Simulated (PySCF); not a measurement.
**BiF (triplet): density, localisation and related maps**

```xyz
2

Bi    0.0000    0.0000   -0.1699
F     0.0000    0.0000    1.8691
```

Core potentials replace the inner electrons of Bi.

All numbers below come from PySCF 2.14.0, PBE0/cc-pVTZ(-PP), non-relativistic Hamiltonian with scalar-relativistic core potentials where named, at a bond length of 2.039 Å.

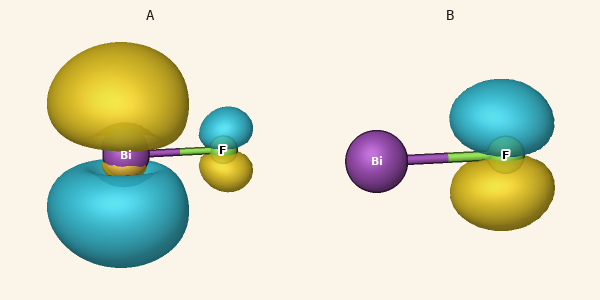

Figure 1. Two frontier α-spin orbitals, each drawn at the value that holds 80 % of its norm (yellow and cyan are the two phases), in no order; of a degenerate pair one member is drawn.

### Name the orbitals and rank them from lowest to highest energy.

Orbital B: π, occupied in this spin, −10.70 eV; mainly on F (90 %).
Orbital A: π, occupied in this spin, −6.17 eV; mainly on Bi (95 %).

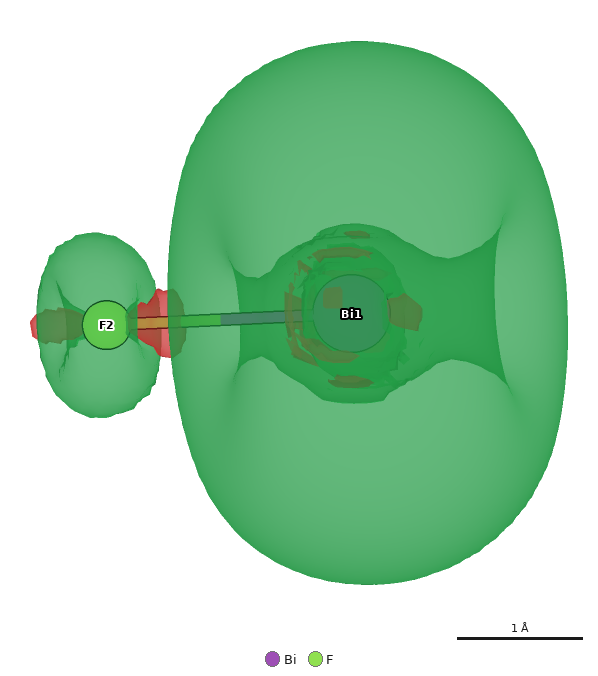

Figure 2. Isosurfaces of the spin density at +0.015 (green) and −0.015 e/Å³ (red), seen from one side.

### Where is the unpaired spin?

The unpaired spin (2 electrons) lies mostly on Bi1 (about 1.9) and F2 (about 0.1), in electrons by Hirshfeld's partition.

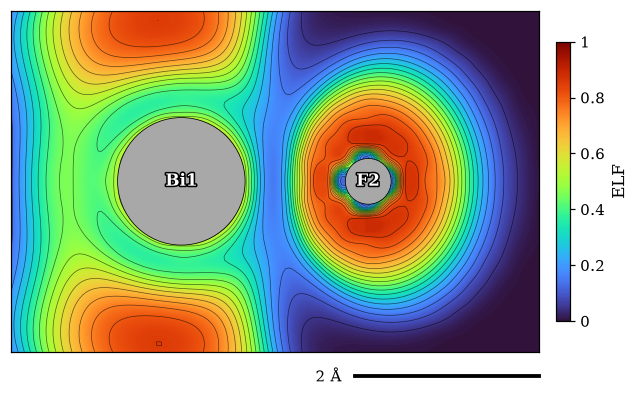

Figure 3. Electron localisation function on a plane that holds the molecular axis. Grey discs cover the atomic cores.

### Interpret the plot.

- The plane passes through Bi and F nuclei.
- Bi–F (2.04 Å): the ELF peaks at about 0.85 in the valence shell of F, 0.6 Å from its nucleus, and drops to about 0.15 between the two atoms.
- The ELF also peaks beside F2, away from the bonds: non-bonding electrons, paired or unpaired.
